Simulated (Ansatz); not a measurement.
```xyz
8

B    -0.0907   -0.4055   -0.5292
S     1.5904    0.4107   -0.4859
H     0.0071   -1.5937   -0.3726
H    -0.8520   -0.0120   -1.3620
H    -0.0548    0.5515    1.3675
O    -0.8095    0.1115    0.9394
H     1.2585    1.5914   -1.0327
H    -1.0487   -0.6541    1.4755
```

The reactant side of a reaction path; geometry: PBE0-D4/def2-TZVP.

Level of theory: RKS PBE0-D4/def2-TZVPP (Ansatz 0.2.0).

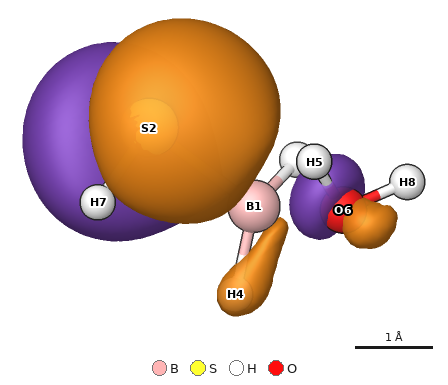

BH₃S···H₂O. The HOMO at ±0.1 Å⁻³ᐟ² (orange and purple are the two phases), seen from one side.

What is the character of this orbital?

Answer. By Hirshfeld shares it lies mainly on S2 (about 80 %); largely a lone pair of S2. Its energy is −7.08 eV.
